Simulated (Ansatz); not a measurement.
Consider BH···CH4.

```xyz
7

B    -0.8151   -0.0139    0.4258
H     0.8776    0.1417    0.7990
C     1.8634    0.0547    0.2168
H     1.9781   -0.9689   -0.1817
H     1.8883    0.7967   -0.6009
H     2.6395    0.2742    0.9742
H    -0.6809   -0.2845   -0.7983
```

All numbers below come from RKS PBE-D4/def2-SVP (Ansatz).

> Predict the electron density and electron localisation function between the atoms.

B1···H2 (1.74 Å): the density falls to about 0.33 e/Å³ on the way; the ELF climbs to about 1 towards the hydrogen, as it does in any bond to H.
C–H (1.11 Å): the density is about 1.9 e/Å³ at the midpoint; the ELF climbs to about 1 towards the hydrogen; a covalent bond by its length.
B–H (1.26 Å): ρ is about 1.2 e/Å³ halfway; the ELF peaks at about 1 between the atoms (an ordinary covalent bond to hydrogen).

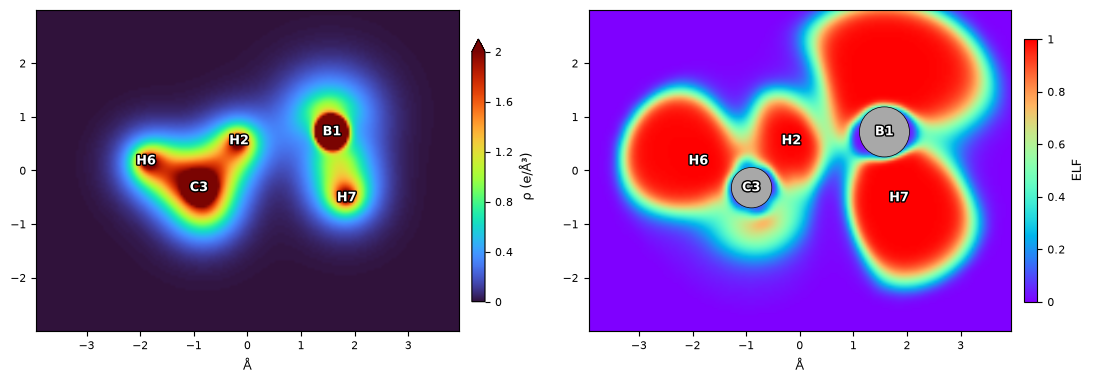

Computed electron density and electron localisation function on the plane of atoms H2, C3 and H6, in this order. Grey discs cover the atomic cores in the ELF map. 
